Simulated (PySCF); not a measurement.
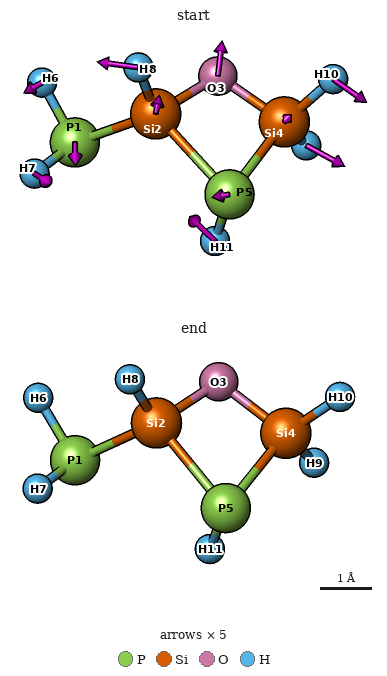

The structure of Si2P2H6O before (top) and after (bottom) a relaxation, at one scale. The purple arrows give the displacements, magnified 5 times.

Style: ball-and-stick. Shown face on.

The start comes from GFN2-xTB. Its atoms were then displaced at random by about 0.01 Å.

The calculation used PySCF 2.14.0, density-fitted response routines, PBE0-D3(BJ)/def2-SVP geometry optimisation, gas phase. 

### What changed between the two?

After 6 geometry steps the energy has fallen by 11.1 kcal/mol. The atom that moves furthest after the best rigid fit is H11 (0.24 Å). Largest moves by element: H 0.24 Å, O 0.15 Å, P 0.11 Å, Si 0.09 Å. Some distances before and after: O3–Si4 1.609 → 1.693 Å, P1–H6 1.351 → 1.431 Å, P5–H11 1.366 → 1.433 Å, Si4–H9 1.428 → 1.490 Å. Among the angles between lasting bonds that change: P1–Si2–P5 119.4° → 112.7°, H9–Si4–H10 116.5° → 110.0°, P1–Si2–H8 118.7° → 113.3°.
